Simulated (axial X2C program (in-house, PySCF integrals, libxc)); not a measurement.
**MoS: relativistic diatomic calculation**

System: MoS, single determinant with Ω = 1.
Method: LDA, two-component X2C with atomic mean-field Coulomb and Gaunt terms, Mo dyall-cv3z, S dyall-av3z (cores contracted) (axial X2C program (in-house, PySCF integrals, libxc)).

### Log
```
two-component X2C + atomic mean field  LDA
basis functions 216  fitting functions 999  grid points 5079
iter        total energy     max residual
   1      -4440.008745383     7.67e-01
   2      -4440.017911100     4.29e-02
   3      -4440.023898420     2.59e-01
   4      -4440.025852647     1.43e-02
   5      -4440.026199938     6.27e-02
   6      -4440.026502588     1.26e-02
   7      -4440.026514770     3.40e-03
   8      -4440.026521164     2.53e-03
   9      -4440.026521781     2.74e-04
  10      -4440.026521947     3.82e-04
  11      -4440.026522062     8.97e-05
  12      -4440.026522077     1.66e-05
  13      -4440.026522078     6.72e-06
converged
one-electron -6462.27804365  Coulomb 2002.33882733  exact exchange 0.00000000  xc functional -144.37731702  nuclear repulsion 166.24922194  atomic mean-field constant -1.95921068
```

### The points of the curve

| R (Å) | E (hartree) | dipole (D; origin at the first atom, positive when the second is positive) | highest filled (eV) | lowest empty (eV) |
| --- | --- | --- | --- | --- |
| 2.011 | −4440.023129 | −2.96 | −4.17 | −4.08 |
| 2.075 | −4440.026967 | −3.25 | −4.29 | −4.21 |
| 2.139 | −4440.026522 | −3.53 | −4.41 | −4.33 |
| 2.214 | −4440.022036 | −3.83 | −4.53 | −4.45 |
| 2.289 | −4440.014601 | −4.11 | −4.64 | −4.56 |
| 2.385 | −4440.002399 | −4.43 | −4.75 | −4.67 |

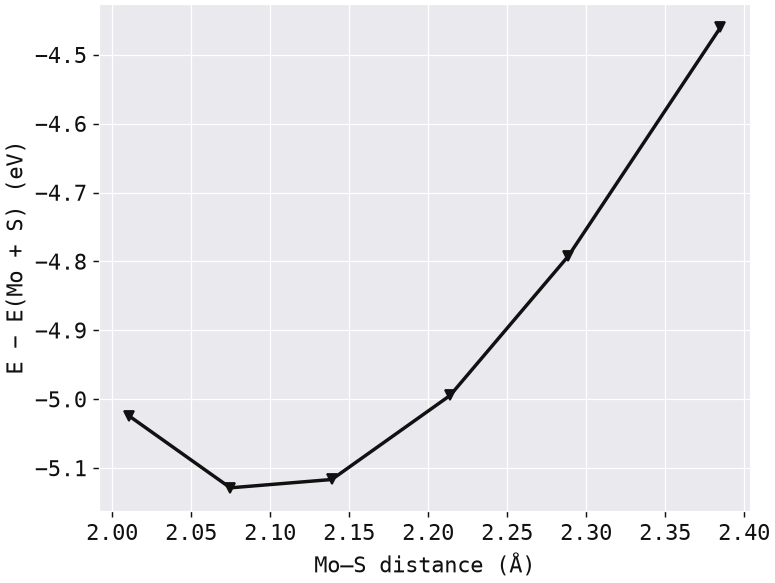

Fig. 1: Energy at 6 bond lengths, for one set of occupations held fixed; the line joins the points. A polynomial of degree 4 through 6 points gives rₑ = 2.099 Å, ωₑ = 534.7 cm⁻¹, ωₑxₑ = 1.8 cm⁻¹ and Bₑ = 0.1588 cm⁻¹. The minimum lies 5.14 eV below Mo + S, each computed as one determinant at the same level.

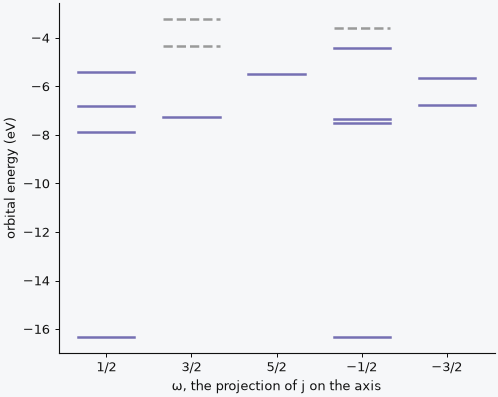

Fig. 2: Orbital energies near the frontier at 2.14 Å, filled (solid) and empty (dashed). The highest filled spinor (−1/2; 47 % Mo d, 32 % S p) lies at −4.41 eV, the lowest empty one (3/2; 47 % Mo d, 32 % S p) at −4.33 eV.

### The input
```
{"zs": [42, 16], "q": 0, "bas": ["dyall-cv3z", "dyall-av3z"], "levels": ["PBE0", "HF", "LDA"], "cc": true, "r0": 2.15, "thr": -1.0, "nmax": 90, "npts": 10, "nst": 2, "ntry": 6}
```

The line is the task of a batch: nuclear charges, charge, bases, the levels to run, a first guess of the distance and further settings. This report covers LDA with spin-orbit coupling. The log is that of the reference distance 2.139 Å.

Launched within a batch (the task file carries these settings):
```bash
python <driver script> task.json out
```

### Results in brief

- outcome: converged
- bond length rₑ: 2.099 Å
- ωₑ: 534.7 cm⁻¹
- energy at the minimum: −4440.02724 hartree
- depth below the fragments: 5.14 eV
- hardware: 1 thread of INTEL XEON PLATINUM @ 2.10GHz (Emerald Rapids), 24 GiB of memory available, shared host
- wall time: 4.7 s
- peak memory: 0.79 GiB

### Remarks

Limits: 6 of the 10 points asked for were kept.
